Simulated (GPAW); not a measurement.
Two runs for the Pd L₃ edge of atom 1 in Cu3Pd (Pm-3m). Run A: GPAW, LDA, excited-electron core hole (neutral cell), 16-atom cell with 6.4 Å between holes, 5×5×5 k points, dipole transitions, Gaussian full width 2.25 eV up to 4 eV, rising linearly to 3.5 eV at 25 eV. Run B has a fault in its input.

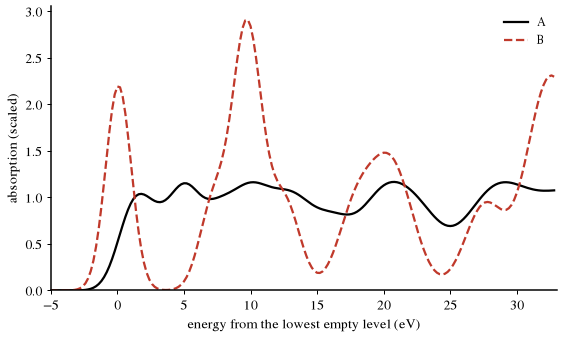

Energy from the lowest empty level; intensity scaled to a mean of 1 over the first 20 eV.

The database entry behind the starting cell is an old determination (1931), so it need not match the best structure at ambient conditions.

Q: What went wrong in run B?

The spectrum is summed over the zone centre alone. The scaled spectrum changes by 72 % r.m.s. Another feature, at 9.8 eV (2.91), becomes the highest below 24 eV; the one at 20.8 eV (1.17) is now at 20.0 eV (1.48). Other settings could leave a like mark; this is the one that was changed.

[Hosts, paths, dates, database ids (printed as entryN), source tags and the programs' standing remarks are cut or masked in the printed files.]

[Lists of maxima count a maximum above −3 eV only where it reaches 4 % of the highest in the window and stands out from its surroundings by 2 % of it (1.5 % where it reaches 55 %); shoulders and weaker maxima are passed over, and of the rest the first, up to two pre-edge ones and the few strongest are named.]
